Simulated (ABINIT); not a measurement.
# SiC (F-43m): a self-consistent loop beyond G0W0, cycle by cycle, part 3 of 3

How far does self-consistency move the gap of SiC (F-43m)?

ABINIT 10.8.3; PBE and many-body steps on it, plane waves. Known limits of the many-body steps: not at the basis limit.

So far. Step 10 (evGW, cycle 1): Against G0W0 in ABINIT (6×6×6 mesh, 157 bands, screening to 359.2 eV, Godby-Needs plasmon pole), the gap moves by +0.320 eV. Step 13 (evGW, cycle 2): Against the cycle before, the gap moves by +0.020 eV.

## (14) Screening, 6×6×6 mesh, 157 bands, screening to 359.2 eV

This step: RPA screening on PBE, plane waves, norm-conserving pseudopotentials.

run.abi reads:

```
acell 3*1.0 Angstrom
rprim 
  -0.000000000000 2.179000000000 2.179000000000
  2.179000000000 -0.000000000000 2.179000000000
  2.179000000000 2.179000000000 -0.000000000000
ntypat 2
znucl 14 6
natom 2
typat 1 2
xred 
  0.000000000000 0.000000000000 0.000000000000
  0.250000000000 0.250000000000 0.250000000000
pp_dirpath "pseudos"
pseudos "Si.upf, C.upf"
ecut 37
ngkpt 6 6 6
nshiftk 1
shiftk 0 0 0
kptopt 1
chksymbreak 0
istwfk *1
occopt 1
irdwfk 1
optdriver 3
nband 157
ecuteps 13.2
inclvkb 2
awtr 1
symchi 1
gwcalctyp 10
mbpt_sciss 1.521 eV
nqptdm 1
qptdm 
  0 0 0
indata_prefix "in"
outdata_prefix "out"
tmpdata_prefix "tmp"
```

Launch:

```console
$ OMP_NUM_THREADS=1 mpirun -n 8 abinit run.abi > log
```

The program printed:

```text
.Version 10.8.3 of ABINIT. v10.8.2 released Aug 2026.

 Symmetries : space group F-4 3 m (#216); Bravais cF (face-center cubic)
[... echo of the input left out ...]
== DATASET  1 ==================================================================
-   mpi_nproc: 8, omp_nthreads: 1 (-1 if OMP is not activated)

--- !DatasetInfo
iteration_state: {dtset: 1, }
dimensions: {natom: 2, nkpt: 16, mband: 157, nsppol: 1, nspinor: 1, nspden: 1, mpw: 1524, }
cutoff_energies: {ecut:  37.0, pawecutdg:  -1.0, }
[...]
[... chi0 elements left out ...]
 For q-point:  0.000010 0.000020 0.000030
  dielectric constant =   6.0740
  dielectric constant without local fields =   6.5704

  Average fulfillment of the sum rule on Im[epsilon] for q-point    1 :     98.27  [%]
[... wings left out ...]
== END DATASET(S) ==============================================================
================================================================================

 -outvars: echo values of variables after computation  --------
           etotal      0.0000000000E+00
            nband         157
             nkpt          16
          spgroup         216
 [... the other variables as echoed above ...]

 Calculation completed.
```

The job ended after 3.3 s (8 MPI ranks of Arm Neoverse V2, shared host; peak memory 1.4 GiB; 26 s of CPU time).

This step gave:

```yaml
eps_infinity_with_local_fields_on_this_mesh_along_the_program_s_q_direction: 6.074
the_same_without_local_fields: 6.570
plasma_frequency: 23.09 eV
plane_waves_in_the_screening_matrix: 331
```

This screening uses the functional's bands under a rigid shift, the mean opening of the cycle before.

## (15) Screening, 6×6×6 mesh, 157 bands, screening to 359.2 eV

This step: RPA screening on PBE from quasiparticle energies, plane waves, norm-conserving pseudopotentials.

run.abi: that of step 14 with these lines changed.

```diff
@@ -29,7 +29,21 @@
 symchi 1
+irdqps 1
 gwcalctyp 10
-mbpt_sciss 1.521 eV
-nqptdm 1
+nqptdm 15
 qptdm 
-  0 0 0
+  0.1666666667 0.0000000000 0.0000000000
+  0.3333333333 0.0000000000 0.0000000000
+  0.5000000000 0.0000000000 0.0000000000
+  0.1666666667 0.1666666667 0.0000000000
+  0.3333333333 0.1666666667 0.0000000000
+  0.5000000000 0.1666666667 0.0000000000
+  -0.3333333333 0.1666666667 0.0000000000
+  -0.1666666667 0.1666666667 0.0000000000
+  0.3333333333 0.3333333333 0.0000000000
+  0.5000000000 0.3333333333 0.0000000000
+  -0.3333333333 0.3333333333 0.0000000000
+  0.5000000000 0.5000000000 0.0000000000
+  0.5000000000 0.3333333333 0.1666666667
+  -0.3333333333 0.3333333333 0.1666666667
+  -0.3333333333 0.5000000000 0.1666666667
 indata_prefix "in"
```

mrgscr.stdin reads:

```
2
merged
q0_SCR
out_SCR
1
```

Launch:

```console
$ OMP_NUM_THREADS=1 mpirun -n 8 abinit run.abi > log; mrgscr < mrgscr.stdin
```

The program printed:

```text
.Version 10.8.3 of ABINIT. v10.8.2 released Aug 2026.

 Symmetries : space group F-4 3 m (#216); Bravais cF (face-center cubic)
[... echo of the input left out ...]
== DATASET  1 ==================================================================
-   mpi_nproc: 8, omp_nthreads: 1 (-1 if OMP is not activated)

--- !DatasetInfo
iteration_state: {dtset: 1, }
dimensions: {natom: 2, nkpt: 16, mband: 157, nsppol: 1, nspinor: 1, nspden: 1, mpw: 1524, }
cutoff_energies: {ecut:  37.0, pawecutdg:  -1.0, }
[...]
q-point number  1        q = ( 0.166667, 0.000000, 0.000000) [r.l.u.]
--------------------------------------------------------------------------------
[... chi0 elements left out ...]
  Average fulfillment of the sum rule on Im[epsilon] for q-point    2 :    109.39  [%]

--------------------------------------------------------------------------------
  q-point number  2        q = ( 0.333333, 0.000000, 0.000000) [r.l.u.]
--------------------------------------------------------------------------------
[... chi0 elements left out ...]
  Average fulfillment of the sum rule on Im[epsilon] for q-point    3 :    104.08  [%]

 [... 13 further q-points ...]
```

It took 39 s on 8 MPI ranks; peak memory 1.5 GiB; 5.1 min of CPU time.

This step gave:

- plasma frequency: 23.09 eV
- plane waves in the screening matrix: 331

This screening reads the quasiparticle levels of the cycle before.

## (16) evGW, cycle 3

This step: evGW on PBE, plane waves, norm-conserving pseudopotentials.

run.abi: that of step 15 with these lines changed.

```diff
@@ -23,12 +23,10 @@
 irdwfk 1
-optdriver 3
+optdriver 4
 nband 157
-ecuteps 13.2
-inclvkb 2
-awtr 1
-symchi 1
-irdqps 1
 gwcalctyp 10
-nqptdm 15
-qptdm 
+ecutsigx 37
+symsigma 1
+nkptgw 16
+kptgw 
+  0.0000000000 0.0000000000 0.0000000000
   0.1666666667 0.0000000000 0.0000000000
@@ -48,2 +46,23 @@
   -0.3333333333 0.5000000000 0.1666666667
+bdgw 
+  1 8
+  1 8
+  1 8
+  1 8
+  1 8
+  1 8
+  1 8
+  1 8
+  1 8
+  1 8
+  1 8
+  1 8
+  1 8
+  1 8
+  1 8
+  1 8
+ecuteps 13.2
+irdscr 1
+ppmodel 1
+irdqps 1
 indata_prefix "in"
```

Launch:

```console
$ OMP_NUM_THREADS=1 mpirun -n 8 abinit run.abi > log
```

The program printed:

```text
.Version 10.8.3 of ABINIT. v10.8.2 released Aug 2026.

 Symmetries : space group F-4 3 m (#216); Bravais cF (face-center cubic)
[... echo of the input left out ...]
== DATASET  1 ==================================================================
-   mpi_nproc: 8, omp_nthreads: 1 (-1 if OMP is not activated)

--- !DatasetInfo
iteration_state: {dtset: 1, }
dimensions: {natom: 2, nkpt: 16, mband: 157, nsppol: 1, nspinor: 1, nspden: 1, mpw: 1524, }
cutoff_energies: {ecut:  37.0, pawecutdg:  -1.0, }
[...]
.  kptgw no:  3; Maximum DeltaE = (  -0.001   0.012) for band index:  1
[...]
.  kptgw no: 15; Maximum DeltaE = (  -0.005   0.000) for band index:  2
.  kptgw no: 16; Maximum DeltaE = (  -0.006   0.002) for band index:  1

== END DATASET(S) ==============================================================
================================================================================

 -outvars: echo values of variables after computation  --------
           etotal      0.0000000000E+00
            nband         157
             nkpt          16
          spgroup         216
 [... the other variables as echoed above ...]

 Calculation completed.
```

Wall time 14 min (8 MPI ranks); peak memory 2.4 GiB; 1.8 h of CPU time.

Numbers from this step:

```yaml
quasiparticle_gap_on_the_mesh: 2.475 eV
gap_of_the_density_functional_on_the_mesh: 1.361 eV
k_of_the_valence_top: 0, 0, 0
k_of_the_conduction_bottom: 0.5, 0.5, 0
least_direct_quasiparticle_gap_on_the_computed_points: 6.041 eV
```

Against the cycle before, the gap moves by +0.002 eV.

## (17) Side by side

Times are wall times on 8 MPI ranks of Arm Neoverse V2, shared host, good to a factor of about two. A run's time includes the screening step that it read.

| run | mesh | bands | screening cutoff (eV) | DFT gap (eV) | gap on the mesh (eV) | direct (eV) | ε∞ used | time |
| --- | --- | --- | --- | --- | --- | --- | --- | --- |
| G0W0 | 6×6×6 | 157 | 359.2 | 1.361 | 2.133 | 5.611 | 7.08 | 73 s |
| evGW0, cycle 1 | 6×6×6 | 157 | 359.2 | 1.361 | 2.332 | 5.899 | 7.08 | 14 min |
| evGW0, cycle 2 | 6×6×6 | 157 | 359.2 | 1.361 | 2.261 | 5.779 | 7.08 | 14 min |
| evGW0, cycle 3 | 6×6×6 | 157 | 359.2 | 1.361 | 2.264 | 5.789 | 7.08 | 14 min |
| evGW, cycle 1 | 6×6×6 | 157 | 359.2 | 1.361 | 2.453 | 6.014 | 6.22 | 14 min |
| evGW, cycle 2 | 6×6×6 | 157 | 359.2 | 1.361 | 2.473 | 6.038 | 6.09 | 15 min |
| evGW, cycle 3 | 6×6×6 | 157 | 359.2 | 1.361 | 2.475 | 6.041 | 6.07 | 14 min |

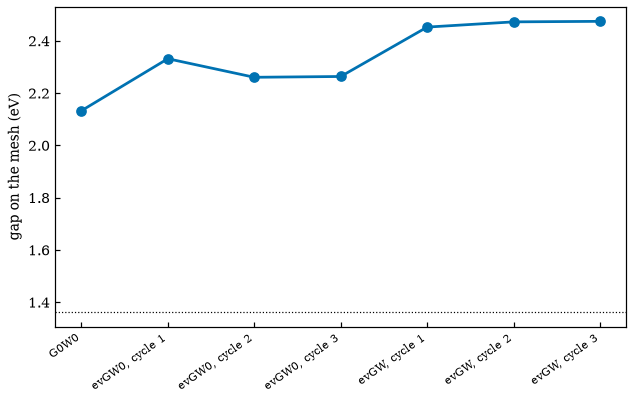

The gap through the cycles; the dotted line is the starting gap.

## (18) What came out

| Property | Result |
| --- | --- |
| G0W0 | 2.133 eV |
| evGW0, cycle 1 | 2.332 eV |
| evGW0, cycle 2 | 2.261 eV |
| evGW0, cycle 3 | 2.264 eV |
| evGW, cycle 1 | 2.453 eV |
| evGW, cycle 2 | 2.473 eV |
| evGW, cycle 3 | 2.475 eV |
| known limits | not at the basis limit |

**Reading.** Only the bands that the input lists are updated; the others, empty or deep, keep the functional's energies or take a rigid shift. The evGW loop starts from the last levels of evGW0, so its cycles and time come on top of those. evGW0 ends at 2.26 eV, +0.13 eV from G0W0, after 3 cycles that took 41 min beside the first screening; the last moved the gap by 0.003 eV. evGW ends at 2.47 eV, +0.34 eV from G0W0, after 3 cycles that took 43 min beside the first screening; the last moved the gap by 0.002 eV. The first cycle of evGW0 takes the full correction, without the factor Z, so it overshoots the one-shot value. Against experiment, by evGW, cycle 3: the gap of 2.47 eV lies +0.08 eV from the measured 2.39 eV (kind not stated, quoted 2020); the gap of 2.47 eV lies +0.07 eV from the measured 2.4 eV (indirect, 2018). These are gaps on the mesh, at modest bands and cutoff. The calculation has static nuclei and no excitons; a measured gap holds zero-point and thermal motion, which mostly lowers it. Bands and cutoff are finite, so the gap is not at the basis limit. The miss can reach some tenths of an eV and take either sign; the mesh is an error of its own. In the updated screening the q = 0 part is built from Kohn-Sham bands under a rigid shift, the other q from the quasiparticle levels.

[Paths, hosts, dates, memory and timing lines, banners, echoed tables and standing remarks are left out of the program output.]

[Logs are printed without paths, hosts, clocks, repeated set-up lines and the standing remarks that a program may print on its own settings, such as how far it seeks lower states.]

[Runs of the session that timed out or met a known fault of the program may be left out.]

[Hosts, paths, dates, database ids (printed as entryN), source tags and the programs' standing remarks are cut or masked in the printed files.]

[G0W0 gaps are taken among the corrected bands and points alone; a level outside them can change the order at an edge.]

[Where Ansatz stands beside ABINIT at settings called matched, ABINIT's density can come from a denser mesh and the files from another edition; pairs whose starting gaps differed by over 0.03 eV were left out, so agreement reads better than it is.]
